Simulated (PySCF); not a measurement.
# NEVPT2(8,8)/6-31G(d) (spherical functions) run of C2H3BF2 (vinyldifluoroborane)

What is the vertical singlet–triplet gap of C2H3BF2 (vinyldifluoroborane) at NEVPT2(8,8)/6-31G* (spherical functions)? The job is set up through a Python script.

The results are computed with PySCF 2.14.0.

2 further runs of the same task are left out: 1 that didn't finish, 1 set aside as unsound or not needed.

## (1) Starting point

C2H3BF2 has 8 atoms, charge 0, and is taken as a singlet. SMILES: `C=CB(F)F`. The coordinates come from a PBE0-D4/def2-TZVP relaxation.

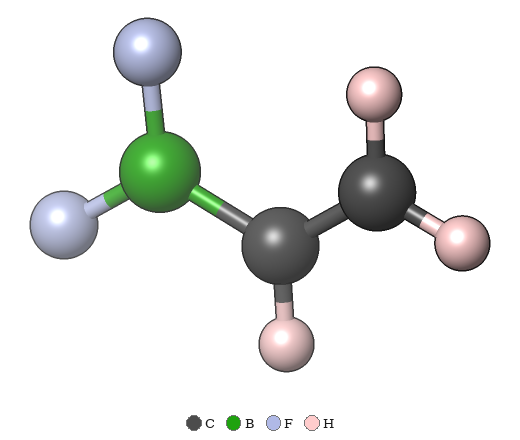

Viewed from a chosen angle; carbon dark grey, boron green, fluorine light blue, hydrogen pink.

## (2) The energy at NEVPT2(8,8)/6-31G(d) (spherical functions)

The input, run.py:

```python
import numpy
from pyscf import gto, scf, mp, mcscf, mrpt

mol = gto.Mole()
mol.atom = '''
C     -0.090200     0.508200     1.143200
C     -0.498400    -0.201000     0.091700
B      0.393400    -0.387700    -1.153700
F     -0.010600    -1.091300    -2.197900
F      1.601400     0.147200    -1.232700
H     -0.707600     0.647200     2.025200
H      0.887900     0.979500     1.156900
H     -1.483600    -0.659200     0.111300
'''
mol.max_memory = 1860
mol.basis = '6-31g*'
mol.verbose = 3
mol.build()

mf = mol.RHF()
mf.conv_tol = 1e-10
mf.kernel()
if not mf.converged:
    mf = mf.newton().run(mf.mo_coeff, mf.mo_occ)

pt = mp.MP2(scf.addons.convert_to_uhf(mf)).run()
noons, natorbs = mcscf.addons.make_natural_orbitals(pt)
print('natural occupations', numpy.round(noons[:40], 4))
cas = mcscf.CASSCF(mf, 8, 8)
cas.fix_spin_(ss=0.0)
cas.natorb = True
cas.kernel(natorbs)
e_pt2 = mrpt.NEVPT(cas).kernel()
energy = cas.e_tot + e_pt2
print('E(%s) = %.9f' % ('NEVPT2', energy))
```

Run with:

```sh
OMP_NUM_THREADS=1 python run.py
```

The log of the run:

```text
converged SCF energy = -301.158170865363
E(UMP2) = -301.825169027572  E_corr = -0.666998162209241
E(SCS-UMP2) = -301.804916294604  E_corr = -0.646745429240563
natural occupations [1.9999 1.9999 1.9998 1.9998 1.9997 1.9907 1.9902 1.9845 1.9779 1.9767
 1.9749 1.9738 1.9732 1.9731 1.971  1.97   1.968  1.962  1.9379 0.047
 0.0283 0.0262 0.0248 0.0216 0.018  0.0162 0.0153 0.0142 0.0141 0.0131
 0.0113 0.0095 0.0093 0.0084 0.0082 0.0074 0.0063 0.0054 0.0046 0.0045]
CASSCF energy = -301.279462832236
CASCI E = -301.279462832236  E(CI) = -19.4633055517985  S^2 = 0.0000000
Sr    (-1)',   E = -0.00324609774404
Si    (+1)',   E = -0.00080481256897
Sijrs (0)  ,   E = -0.32461698488314
Sijr  (+1) ,   E = -0.02088545273305
Srsi  (-1) ,   E = -0.06455935102286
Srs   (-2) ,   E = -0.04244436140968
Sij   (+2) ,   E = -0.00246691604226
Sir   (0)' ,   E = -0.06780118399436
Nevpt2 Energy = -0.526825160398347
E(NEVPT2) = -301.806287993
```

Wall time 23 s (1 thread of Arm Neoverse V2, shared host); peak memory 0.24 GiB.

## (3) The triplet

The input, calc.py:

```python
import numpy
from pyscf import gto, scf, mp, mcscf, mrpt

mol = gto.Mole()
mol.atom = '''
C   -0.090200   0.508200   1.143200
C   -0.498400  -0.201000   0.091700
B    0.393400  -0.387700  -1.153700
F   -0.010600  -1.091300  -2.197900
F    1.601400   0.147200  -1.232700
H   -0.707600   0.647200   2.025200
H    0.887900   0.979500   1.156900
H   -1.483600  -0.659200   0.111300
'''
mol.spin = 2
mol.charge = 0
mol.max_memory = 1860
mol.verbose = 3
mol.basis = '6-31g*'
mol.build()

myscf = scf.ROHF(mol)
myscf.conv_tol = 1e-10
myscf.kernel()
if not myscf.converged:
    myscf = myscf.newton().run(myscf.mo_coeff, myscf.mo_occ)

pt = mp.MP2(scf.addons.convert_to_uhf(myscf)).run()
noons, natorbs = mcscf.addons.make_natural_orbitals(pt)
print('natural occupations', numpy.round(noons[:40], 4))
cas = mcscf.CASSCF(myscf, 8, 8)
cas.fix_spin_(ss=2.0)
cas.natorb = True
cas.kernel(natorbs)
e_pt2 = mrpt.NEVPT(cas).kernel()
e_final = cas.e_tot + e_pt2
print(f'total energy: {e_final:.8f} hartree')
```

Run with:

```sh
OMP_NUM_THREADS=1 python calc.py
```

The log of the run:

```text
converged SCF energy = -301.037046894845
E(UMP2) = -301.662398622821  E_corr = -0.625351727976399
E(SCS-UMP2) = -301.642571169032  E_corr = -0.605524274187615
natural occupations [1.9999 1.9999 1.9998 1.9998 1.9997 1.9907 1.9902 1.9842 1.9799 1.9771
 1.9756 1.9743 1.974  1.9738 1.9717 1.9709 1.97   1.9662 0.9939 0.9894
 0.0275 0.026  0.0234 0.0216 0.0158 0.0143 0.0142 0.014  0.0132 0.0126
 0.0111 0.0088 0.0084 0.0072 0.0072 0.0067 0.0058 0.0051 0.0048 0.0047]
CASSCF energy = -301.130455876229
CASCI E = -301.130455876229  E(CI) = -19.3183412275984  S^2 = 2.0000000
Sr    (-1)',   E = -0.00324871087853
Si    (+1)',   E = -0.00071737372907
Sijrs (0)  ,   E = -0.32468123713993
Sijr  (+1) ,   E = -0.02209651404646
Srsi  (-1) ,   E = -0.07198012292597
Srs   (-2) ,   E = -0.03966670609332
Sij   (+2) ,   E = -0.00162445983806
Sir   (0)' ,   E = -0.05089760769306
Nevpt2 Energy = -0.514912732344393
total energy: -301.64536861 hartree
```

Run time: 18 s. Hardware: 1 thread of Arm Neoverse V2, shared host; peak memory 0.23 GiB.

## (4) Outcome

At NEVPT2(8,8)/6-31G* (spherical functions):

| quantity | value |
| --- | --- |
| singlet: total energy | -301.80629 Eh |
| singlet: dipole moment (Hartree–Fock density) | 2.19 D |
| singlet: HOMO energy (Hartree–Fock orbitals) | -10.84 eV |
| singlet: LUMO energy (Hartree–Fock orbitals) | 2.87 eV |
| singlet: HOMO–LUMO gap (Hartree–Fock orbitals) | 13.71 eV |
| triplet: total energy | -301.64537 Eh |
| triplet: dipole moment (Hartree–Fock density) | 2.31 D |
| vertical energy of the triplet above the singlet | 4.379 eV |

What this shows: At this shape the triplet lies 4.38 eV (422 kJ/mol) above the singlet.
